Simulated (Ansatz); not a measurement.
We consider double-hcp La, described by PBEsol (Ansatz, a first-principles code, PAW).

Settings: plane-wave cutoff 520 eV, 18×18×6 k mesh (along the axes of the cell as run), Fermi–Dirac smearing 0.05 eV, scalar-relativistic PAW data made under PBE.

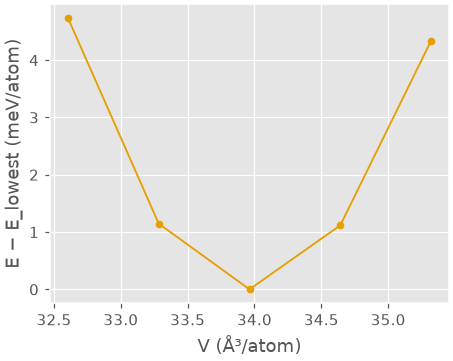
Fig. 1. Total energy against volume

Question: From the curve, estimate the equilibrium volume and the bulk modulus.

Answer: V0 ≈ 34.0 Å³/atom and B0 ≈ 27 GPa; the fit gives V0 = 33.959 Å³/atom, B0 = 26.7 GPa, B′ = 2.8.

Shape and atoms are relaxed at each volume.

Measured, for comparison: bulk modulus 27.9 GPa (room temperature, no zero-point or thermal correction; as tabulated in Wikipedia's data pages). Computed less measured: bulk modulus -4.3 %.

Spin–orbit coupling is not included.

Static lattice: no zero-point or thermal effects.
